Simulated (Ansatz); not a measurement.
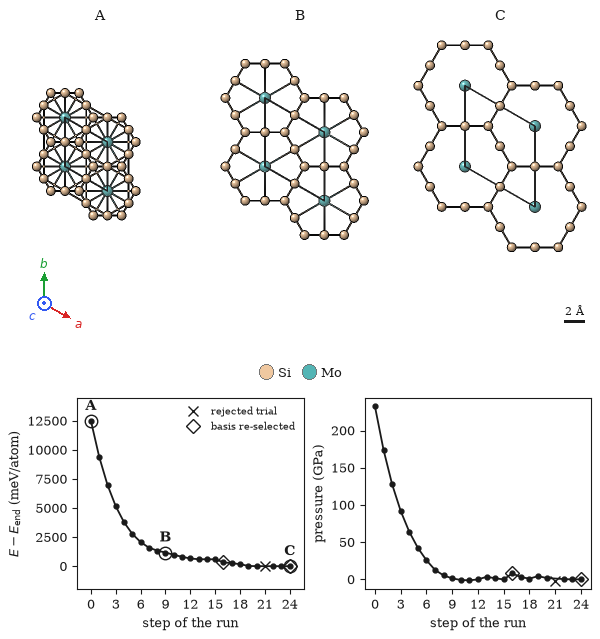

Frames of a relaxation of crystalline Si$_{5}$Mo (a generated structure, set up in P6/mmm) (coarse preliminary run), marked on the history of the run. Style: ball-and-stick. Shown: the cell of the calculation, along the c axis.

The calculation used DFT PBE, scalar-relativistic, plane waves, PAW (Ansatz 0.2.0). Set-up: plane-wave cutoff 420 eV; k-point mesh 6 × 6 × 4; occupations gaussian; smearing width 0.1 eV; no spin polarisation; cell and atoms relaxed; force threshold 0.04 eV/Å; at most 70 steps.

Question: Describe the path.

Answer: The atoms keep their places relative to the cell (all moves are under 0.005 Å). Cell: a = b 5.067 → 8.357 Å (+64.9 %), c 4.263 → 2.336 Å (−45.2 %). Volume +49.0 %. Near-neighbour distances that change, for instance: Si–Si 4.263 → 2.336 Å, Mo–Mo 4.263 → 2.336 Å, Si–Si 2.926 → 4.825 Å, Si–Si 2.534 → 4.179 Å. The space group stays P6/mmm (No. 191). After 21 accepted moves (24 points after the start) the energy has fallen by 12487 meV per atom. All forces vanish by symmetry, so only the cell relaxes. The pressure goes from 232.35 to 0.11 GPa. The line search rejected the trial step at point 21 of the run. The SCF was repeated twice at an unchanged geometry on a basis and grid sized afresh for the cell, which shifted the energy by 262 meV per atom at most. From step 0 to 9: volume +58.3 %, energy −11310 meV per atom. From step 9 to 24: volume −5.8 %, energy −1177 meV per atom.

```
step  E − E(0), meV/atom  pressure, GPa  volume, Å³/atom                      note
   0                0.00         232.35           15.801                          
   1            -3089.80         174.09           17.325                          
   2            -5501.07         127.78           18.888                          
   3            -7337.22          91.84           20.477                          
   4            -8713.20          63.93           22.068                          
   5            -9713.97          42.32           23.608                          
   6           -10409.65          25.73           24.974                          
   7           -10891.94          12.72           25.822                          
   8           -11140.28           5.32           25.751                          
   9           -11309.81           1.39           25.008                          
  10           -11501.38          -0.78           23.925                          
  11           -11678.55          -1.23           22.694                          
  12           -11820.74          -0.06           21.386                          
  13           -11885.05           3.43           20.099                          
  14           -11889.04           1.60           20.405                          
  15           -11890.82          -0.10           20.639                          
  16           -12152.40           8.15           20.639  same geometry, new basis
  17           -12226.61           3.06           21.815                          
  18           -12305.70           1.05           22.388                          
  19           -12461.81           4.39           21.957                          
  20           -12480.17           1.88           22.941                          
  21           -12475.64          -1.82           23.899                  rejected
  22           -12482.93           0.42           23.315                          
  23           -12483.32          -0.03           23.548                          
  24           -12486.93           0.11           23.548  same geometry, new basis
```
